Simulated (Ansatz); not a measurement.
# GeH3 (SMILES [GeH3]) at UHSE06/def2-TZVPP

Aim: the energy change on altering one bond length of GeH3 at UHSE06/def2-TZVPP, from 2 runs. 

The calculation is run with Ansatz 0.2.0.

41 further runs of the same task are left out: 41 set aside as unsound or not needed.

## (1) The molecule

GeH3: 4 atoms, total charge 0, spin state doublet. SMILES: `[GeH3]`. The coordinates come from a PBE0-D4/def2-TZVP relaxation.

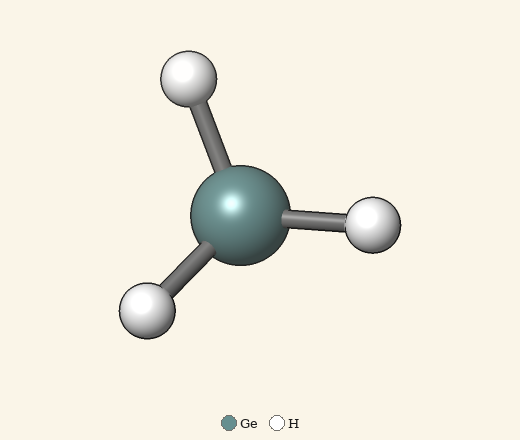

The structure, seen from a chosen angle (germanium teal, hydrogen white).

## (2) The energy at UHSE06/def2-TZVPP

run.yaml reads:

```yaml
basis:
  gaussian:
    orbitals: def2-TZVPP
crystal:
  periodic: [false, false, false]
  atoms:
    - {symbol: Ge, position_ang: [0.214600, -0.125900, -0.249400]}
    - {symbol: H, position_ang: [1.055000, 0.109600, 1.018300]}
    - {symbol: H, position_ang: [-0.882800, -1.175900, -0.000100]}
    - {symbol: H, position_ang: [-0.386800, 1.192200, -0.768800]}
hamiltonian:
  xc: {name: HSE06}
magnetization:
  spin_polarized: true
  initial_magnetization: 1
output: {orbitals: {seedname: orbitals}}
accuracy: high
```

Command:

```sh
$ ansatz run run.yaml --threads 1 --pin off --max-ram 3480MiB --events-out events.jsonl --progress --plain --runs-dir runs
```

What it wrote:

```text
Warning: RAYON_NUM_THREADS=1 ignored (pool sized by the plan → 1); use --threads N
Functional definition: HSE06
  name "HSE06"
  parameter a = 0.25
  parameter omega = 0.11/bohr
  exchange = pbe_x - a*pbe_x_sr(omega) + a*exact_x_sr(omega)
  correlation = pbe_c
1427 factors; integrals over basis functions are off by at most 4.4e-9 eV
69 factors; integrals over basis functions are off by at most 7.5e-10 eV
mean field evaluation 1: about -56557.9468 eV, gradient 1.1e1 eV
mean field evaluation 2: about -56558.1920 eV, gradient 9.6e0 eV
mean field evaluation 4: about -56558.3316 eV, gradient 2.6e-1 eV
mean field evaluation 8: about -56558.3379 eV, gradient 2.1e-2 eV
mean field evaluation 16: about -56558.3379 eV, gradient 7.9e-6 eV
mean field -56558.33790813 eV, -2078.4805815055 hartree, gradient 3.5e-8 eV, S^2 0.752266; 0 other end points of the search recorded, 0 dependent functions left out
reference -56558.33791105 eV, -2078.4805816128 hartree; 18, 17 occupied and 72, 73 virtual orbitals, 1427 factors
Total energy: -56558.33791105 eV, -2078.4805816128 hartree
```

Run time: 6.9 s. Hardware: 1 thread of Arm Neoverse V1, shared host; peak memory 0.28 GiB.

## (3) The distorted shape at the same level

run.yaml reads:

```yaml
crystal:
  periodic: [false, false, false]
  atoms:
    - {symbol: Ge, position_ang: [0.304821, -0.323639, -0.171480]}
    - {symbol: H, position_ang: [1.145221, -0.088139, 1.096220]}
    - {symbol: H, position_ang: [-0.792579, -1.373639, 0.077820]}
    - {symbol: H, position_ang: [-0.386800, 1.192200, -0.768800]}
basis:
  gaussian: {orbitals: def2-TZVPP}
output: {orbitals: {seedname: orbitals}}
accuracy: high
magnetization: {spin_polarized: true, initial_magnetization: 1}
hamiltonian: {xc: hse06}
```

Command:

```sh
$ ansatz run run.yaml --threads 1 --pin off --max-ram 3480MiB --events-out events.jsonl --progress --plain --runs-dir runs
```

What it wrote:

```text
Warning: RAYON_NUM_THREADS=1 ignored (pool sized by the plan → 1); use --threads N
Functional definition: HSE06
  name "HSE06"
  parameter a = 0.25
  parameter omega = 0.11/bohr
  exchange = pbe_x - a*pbe_x_sr(omega) + a*exact_x_sr(omega)
  correlation = pbe_c
1415 factors; integrals over basis functions are off by at most 4.4e-9 eV
70 factors; integrals over basis functions are off by at most 9.2e-10 eV
mean field evaluation 1: about -56557.6514 eV, gradient 1.1e1 eV
mean field evaluation 2: about -56557.8592 eV, gradient 1.0e1 eV
mean field evaluation 4: about -56558.0110 eV, gradient 2.4e-1 eV
mean field evaluation 8: about -56558.0179 eV, gradient 8.9e-3 eV
mean field evaluation 16: about -56558.0180 eV, gradient 1.5e-5 eV
mean field -56558.01795064 eV, -2078.4688232844 hartree, gradient 3.1e-8 eV, S^2 0.752085; 0 other end points of the search recorded, 0 dependent functions left out
reference -56558.01795358 eV, -2078.4688233927 hartree; 18, 17 occupied and 72, 73 virtual orbitals, 1415 factors
Total energy: -56558.01795358 eV, -2078.4688233927 hartree
```

Wall time 7.2 s (1 thread of Arm Neoverse V1, shared host); peak memory 0.28 GiB.

## (4) What came out

At UHSE06/def2-TZVPP:

```
                                                          quantity           value
                                         first shape: total energy  -2078.48058 Eh
                   first shape: HOMO energy (highest over α and β)        -5.90 eV
                    first shape: LUMO energy (lowest over α and β)        -3.11 eV
                                                 first shape: ⟨S²⟩           0.752
                                     distorted shape: total energy  -2078.46882 Eh
               distorted shape: HOMO energy (highest over α and β)        -5.97 eV
                distorted shape: LUMO energy (lowest over α and β)        -3.24 eV
                                             distorted shape: ⟨S²⟩           0.752
energy change with the Ge1–H4 bond stretched from 1.539 to 1.770 Å        0.320 eV
```

In words: With the Ge1–H4 bond stretched from 1.539 to 1.770 Å the energy rises by 0.32 eV (7.4 kcal/mol). The first shape isn't relaxed at this level, so the change isn't measured from a minimum.
